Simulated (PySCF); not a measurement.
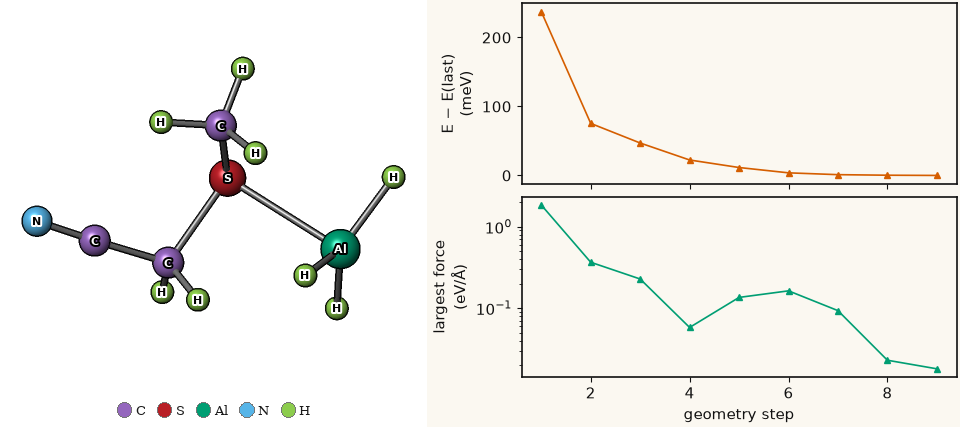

Beside the plot: the molecule at the start.

History of a geometry optimisation.

System: C3H8AlNS (SMILES C[S@@+]([AlH3-])CC#N).
Method: PBE0-D3(BJ)/def2-SVP, geometry optimisation in PySCF 2.14.0, density fitting.

Question: How did it end, and what did it gain?

Answer: The optimisation met its thresholds at geometry 9, counting the start as the first. The energy fell by about 240 meV from the first step to the last. The largest force goes from about 1.8 eV/Å at the start to 0.018 eV/Å at the end.
